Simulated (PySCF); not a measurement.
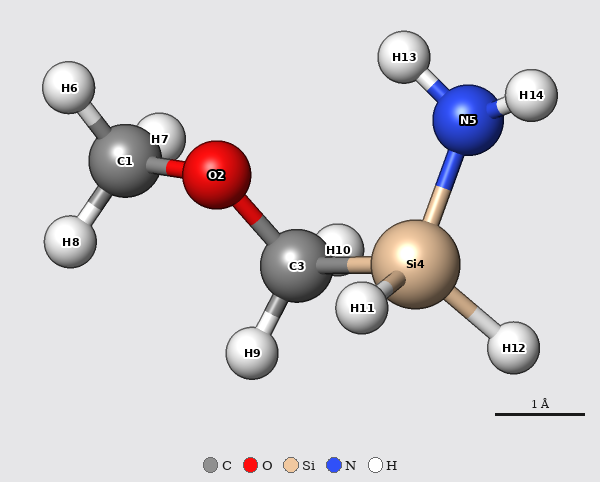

Fig. 1: The structure as given in the input (ball-and-stick view, seen at a tilt; atoms are numbered from 1 in the order of the input).

# C₂H₉NOSi: one change and its effect

System: C₂H₉NOSi.
Method of the first run: GIAO PBE0/pcSseg-1 NMR shielding, non-relativistic, gas phase (PySCF 2.14.0).

The geometry comes from this level: PBE0-D3(BJ)/def2-SVP. Text and figures count atoms from 1; the logs count them from 0 in places.

### The input, the first run
```
{"job": {"kind": "nmr", "xc": "PBE0", "basis": "pcSseg-1", "pop": false}, "charge": 0, "multiplicity": 1}
C     -2.227044     0.477035     0.126262
O     -0.859238     0.385990     0.376602
C     -0.248676    -0.738328    -0.206508
Si     1.596025    -0.615993     0.196777
N      2.069466     0.947834    -0.377677
H     -2.603250     1.388588     0.612644
H     -2.444540     0.540263    -0.958765
H     -2.779560    -0.393373     0.532962
H     -0.687167    -1.684658     0.175219
H     -0.392001    -0.743912    -1.307888
H      1.776904    -0.863893     1.667165
H      2.361323    -1.676885    -0.529451
H      1.408904     1.690349    -0.164874
H      3.021061     1.273151    -0.247729
```

The first line tells a small driver script what to run in PySCF; the rest is the geometry in Å.

Launched with:
```bash
OMP_NUM_THREADS=1 python <driver script> task.json out
```

Hardware: 1 CPU thread, shared host.

### Output (the first run)
```
coarse grid: 11528 points
cycle   1  E = -500.5842299511  dE =  3.134e-01  |g| = 6.170e-01  |ddm| = 3.120e+00
cycle   2  E = -500.5035297962  dE =  8.070e-02  |g| = 8.940e-01  |ddm| = 1.250e+00
cycle   3  E = -500.6591788295  dE = -1.556e-01  |g| = 6.368e-02  |ddm| = 8.091e-01
cycle   4  E = -500.6597742267  dE = -5.954e-04  |g| = 2.849e-02  |ddm| = 4.762e-02
cycle   5  E = -500.6599247497  dE = -1.505e-04  |g| = 8.193e-03  |ddm| = 2.454e-02
cycle   6  E = -500.6599373510  dE = -1.260e-05  |g| = 1.895e-03  |ddm| = 7.285e-03
cycle   7  E = -500.6599381737  dE = -8.228e-07  |g| = 3.294e-04  |ddm| = 1.908e-03
final grid: 104896 points
cycle   8  E = -500.6964945709  dE = -1.659e-05  |g| = 1.117e-02  |ddm| = 1.717e-02
cycle   9  E = -500.6964732394  dE =  2.133e-05  |g| = 1.567e-02  |ddm| = 1.592e-02
cycle  10  E = -500.6965180008  dE = -4.476e-05  |g| = 1.084e-03  |ddm| = 9.446e-03
cycle  11  E = -500.6965182664  dE = -2.655e-07  |g| = 1.502e-04  |ddm| = 1.070e-03
cycle  12  E = -500.6965182707  dE = -4.278e-09  |g| = 6.093e-05  |ddm| = 1.896e-04
cycle  13  E = -500.6965182713  dE = -6.764e-10  |g| = 2.158e-05  |ddm| = 5.574e-05
converged SCF energy = -500.6965182713

GIAO shielding tensors (ppm)
atom      isotropic    diamagn.    paramagn.     s11        s22        s33       span
  0 C      120.596     243.449    -122.853     88.953     90.495    182.339     93.386
  1 O      335.049     398.877     -63.828    321.116    328.852    355.179     34.063
  2 C      121.188     251.533    -130.345     89.929     98.943    174.692     84.763
  3 Si     386.378     879.235    -492.857    356.822    366.400    435.912     79.090
  4 N      263.701     317.657     -53.956    236.863    255.585    298.655     61.793
  5 H       27.555      28.604      -1.049     23.581     25.014     34.071     10.491
  6 H       28.205      29.150      -0.945     24.485     26.076     34.055      9.569
  7 H       28.156      28.684      -0.529     24.481     25.899     34.087      9.606
  8 H       28.352      31.234      -2.882     25.278     26.673     33.105      7.827
  9 H       28.128      31.822      -3.695     24.854     26.569     32.959      8.105
 10 H       26.352      28.767      -2.415     23.089     24.343     31.625      8.536
 11 H       26.746      28.144      -1.398     23.639     24.759     31.841      8.202
 12 H       30.941      32.752      -1.811     22.091     29.542     41.190     19.099
 13 H       31.487      28.837       2.650     23.900     26.700     43.862     19.962
```

The input of the second run differs as follows (lines with − go, lines with + come):
```diff
-"xc": "PBE0"
+"xc": "mPW1PW91"
```

Predict how the results change.

The total energies belong to different methods, so their difference says nothing on which is more stable or more accurate. Of all shieldings, the largest change is that of Si4, by −1.3 ppm. The functional changes from PBE0 to mPW1PW91. The number of SCF iterations is the same.

### Output (the second run)
```
coarse grid: 11528 points
cycle   1  E = -500.9073637967  dE =  3.140e-01  |g| = 6.324e-01  |ddm| = 3.120e+00
cycle   2  E = -500.8218449262  dE =  8.552e-02  |g| = 9.180e-01  |ddm| = 1.272e+00
cycle   3  E = -500.9856920300  dE = -1.638e-01  |g| = 6.440e-02  |ddm| = 8.265e-01
cycle   4  E = -500.9862973330  dE = -6.053e-04  |g| = 2.953e-02  |ddm| = 4.846e-02
cycle   5  E = -500.9864593013  dE = -1.620e-04  |g| = 8.318e-03  |ddm| = 2.535e-02
cycle   6  E = -500.9864723302  dE = -1.303e-05  |g| = 1.927e-03  |ddm| = 7.404e-03
cycle   7  E = -500.9864731860  dE = -8.558e-07  |g| = 3.334e-04  |ddm| = 1.944e-03
final grid: 104896 points
cycle   8  E = -501.0236544647  dE = -2.067e-05  |g| = 8.067e-03  |ddm| = 1.635e-02
cycle   9  E = -501.0236433196  dE =  1.115e-05  |g| = 1.134e-02  |ddm| = 1.146e-02
cycle  10  E = -501.0236666408  dE = -2.332e-05  |g| = 7.636e-04  |ddm| = 6.789e-03
cycle  11  E = -501.0236667732  dE = -1.324e-07  |g| = 1.290e-04  |ddm| = 7.754e-04
cycle  12  E = -501.0236667765  dE = -3.369e-09  |g| = 5.103e-05  |ddm| = 1.659e-04
cycle  13  E = -501.0236667770  dE = -4.952e-10  |g| = 1.727e-05  |ddm| = 4.702e-05
converged SCF energy = -501.0236667770

GIAO shielding tensors (ppm)
atom      isotropic    diamagn.    paramagn.     s11        s22        s33       span
  0 C      119.776     243.366    -123.590     88.367     89.888    181.074     92.707
  1 O      334.404     399.178     -64.774    320.920    328.571    353.722     32.802
  2 C      120.558     251.640    -131.083     89.359     98.411    173.902     84.544
  3 Si     385.051     879.289    -494.238    355.768    365.393    433.992     78.224
  4 N      262.650     317.793     -55.143    235.813    254.741    297.395     61.582
  5 H       27.628      28.640      -1.012     23.662     25.097     34.125     10.463
  6 H       28.260      29.201      -0.940     24.568     26.123     34.090      9.522
  7 H       28.212      28.728      -0.516     24.567     25.945     34.124      9.557
  8 H       28.414      31.310      -2.896     25.330     26.758     33.154      7.825
  9 H       28.193      31.909      -3.716     24.923     26.656     32.998      8.075
 10 H       26.452      28.847      -2.396     23.199     24.447     31.709      8.510
 11 H       26.847      28.215      -1.368     23.747     24.858     31.937      8.190
 12 H       30.978      32.813      -1.835     22.165     29.598     41.171     19.007
 13 H       31.535      28.866       2.668     23.986     26.775     43.842     19.856
```

### The two runs side by side

| quantity | the first run | the second run |
| --- | --- | --- |
| outcome | converged | converged |
| total energy (hartree) | −500.696518 | −501.023667 |
| HOMO (eV) | −7.18 | −7.22 |
| LUMO (eV) | 0.97 | 0.98 |
| dipole moment (D) | 0.84 | 0.83 |
| shielding of C1 (ppm) | 120.6 | 119.8 |
| shielding of O2 (ppm) | 335.0 | 334.4 |
| shielding of C3 (ppm) | 121.2 | 120.6 |
| shielding of Si4 (ppm) | 386.4 | 385.1 |
| shielding of N5 (ppm) | 263.7 | 262.6 |
| shielding of H11 (ppm) | 26.4 | 26.5 |
| shielding of H12 (ppm) | 26.7 | 26.8 |
| SCF iterations | 13 | 13 |
| basis functions | 137 | 137 |
| wall time (shared host) | 9.7 s | 9.8 s |
